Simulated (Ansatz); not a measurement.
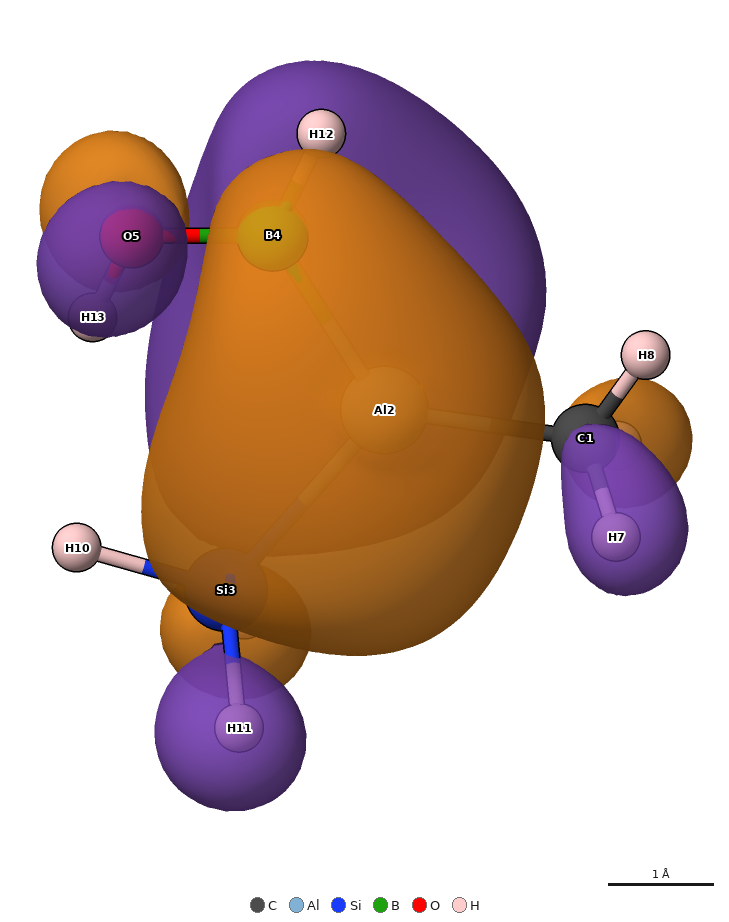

CH8AlBOSi (SMILES [CH3][Al]([SiH3])[BH]O). The LUMO at ±0.05 Å⁻³ᐟ² (orange and purple are the two phases), seen at a tilt.

Geometry: PBE0-D4/def2-TZVP.

Theory: RKS PBE0-D4/def2-TZVPP (Ansatz 0.2.0).

Input file:

```
crystal:
  periodic: [false, false, false]
  atoms:
    - {symbol: C, position_ang: [-1.744574, -0.026503, 1.552321]}
    - {symbol: Al, position_ang: [-0.393186, -0.184670, 0.147131]}
    - {symbol: Si, position_ang: [1.578398, 1.318488, 0.200537]}
    - {symbol: B, position_ang: [-0.358532, -1.538769, -1.548653]}
    - {symbol: O, position_ang: [0.676591, -1.464982, -2.419744]}
    - {symbol: H, position_ang: [-2.193282, 0.973030, 1.540648]}
    - {symbol: H, position_ang: [-1.294240, -0.146774, 2.543394]}
    - {symbol: H, position_ang: [-2.550889, -0.757158, 1.455810]}
    - {symbol: H, position_ang: [1.230107, 2.768762, 0.127640]}
    - {symbol: H, position_ang: [2.479087, 1.059482, -0.970902]}
    - {symbol: H, position_ang: [2.433305, 1.138805, 1.411785]}
    - {symbol: H, position_ang: [-1.170566, -2.382619, -1.829482]}
    - {symbol: H, position_ang: [1.328182, -0.791892, -2.195583]}
basis:
  gaussian: {orbitals: def2-TZVPP}
hamiltonian: {xc: pbe0, dispersion: d4}
output: {orbitals: {seedname: orbitals}}
```

Command:

```sh
ansatz run in.yaml --threads 4 --pin off --events-out ev --progress --plain --max-ram 10444MiB
```

Q: What is the character of this orbital?

A: Its weight (Hirshfeld) is mainly on Al2 (about 50 %), B4 (about 25 %) and O5 (about 5 %). Its energy is −2.37 eV.
